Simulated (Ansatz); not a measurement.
Run report: C$_{2}$H$_{7}$NSi, single-point calculation

- system: C$_{2}$H$_{7}$NSi, multiplicity 3
- method: revPBE/cc-pVDZ, UKS (Ansatz 0.2.0)

The geometry is that of the parent species in another charge or spin state. The geometry comes from this level: PBE0-D4/def2-TZVP.

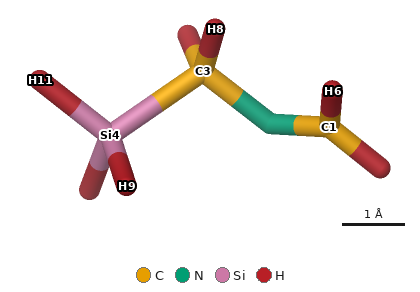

Figure 1. The input geometry (stick view, seen at a tilt; atoms are numbered from 1 in the order of the input). Bond lengths as drawn: C–H 1.09 to 1.10 Å, C–N 1.26 to 1.44 Å, C–Si 1.89 Å and H–Si 1.48 to 1.49 Å.

Key numbers:

| quantity | value |
| --- | --- |
| outcome | converged |
| total energy | −424.372015 hartree |
| basis functions | 95 |
| ⟨S²⟩ | 2.004 |
| SCF solution under orbital rotations | stable |
| HOMO (either spin) | −1.67 eV |
| LUMO (either spin) | −5.55 eV |
| hardware | 1 thread of Arm Neoverse V1, 24 GiB of memory available, shared host |
| wall time | 18 s |
| peak memory | 0.32 GiB |

Input:
```yaml
crystal:
  periodic: [false, false, false]
  atoms:
    - {symbol: C, position_ang: [-0.639400, 1.869300, 0.363900]}
    - {symbol: N, position_ang: [-0.998600, 0.713100, 0.018000]}
    - {symbol: C, position_ang: [-0.299000, -0.417000, 0.562600]}
    - {symbol: Si, position_ang: [0.706300, -1.257400, -0.802700]}
    - {symbol: H, position_ang: [-1.145900, 2.733500, -0.063200]}
    - {symbol: H, position_ang: [0.166900, 2.059000, 1.086600]}
    - {symbol: H, position_ang: [-1.029900, -1.151400, 0.917900]}
    - {symbol: H, position_ang: [0.365200, -0.161700, 1.404500]}
    - {symbol: H, position_ang: [1.729600, -0.311300, -1.319900]}
    - {symbol: H, position_ang: [-0.179800, -1.683000, -1.914500]}
    - {symbol: H, position_ang: [1.389900, -2.450100, -0.232400]}
basis:
  gaussian:
    orbitals: cc-pVDZ
magnetization:
  spin_polarized: true
  initial_magnetization: 2
hamiltonian:
  xc: {name: revPBE}
accuracy: high
output: {orbitals: {seedname: orbitals}}
```

Launch command:
```bash
ansatz run job.yaml --threads 1 --pin off --max-ram 2610MiB --events-out events.jsonl --progress --plain --runs-dir runs
```

The program's output:
```
Functional definition: revPBE
  name "revPBE"
  parameter kappa = 1.245
  parameter beta = 0.06672455060314922
  exchange = pbe_x(kappa = kappa, mu = beta*pi^2/3)
  correlation = pbe_c(beta = beta)
2314 factors; integrals over basis functions are off by at most 3.8e-9 eV
mean field evaluation 1: about -11540.8892 eV, gradient 3.6e1 eV
mean field evaluation 2: about -11522.7177 eV, gradient 5.9e1 eV
mean field evaluation 4: about -11547.2004 eV, gradient 1.1e1 eV
mean field evaluation 8: about -11547.7577 eV, gradient 4.2e-1 eV
mean field evaluation 16: about -11547.7508 eV, gradient 9.5e-4 eV
mean field evaluation 32: about -11547.6488 eV, gradient 7.5e-1 eV
mean field -11547.75081472 eV, -424.3720150944 hartree, gradient 5.5e-8 eV, S^2 2.003709; 4 other end points of the search recorded, 0 dependent functions left out
reference -11547.75081932 eV, -424.3720152633 hartree; 21, 19 occupied and 74, 76 virtual orbitals, 2314 factors
Total energy: -11547.75081932 eV, -424.3720152633 hartree
```
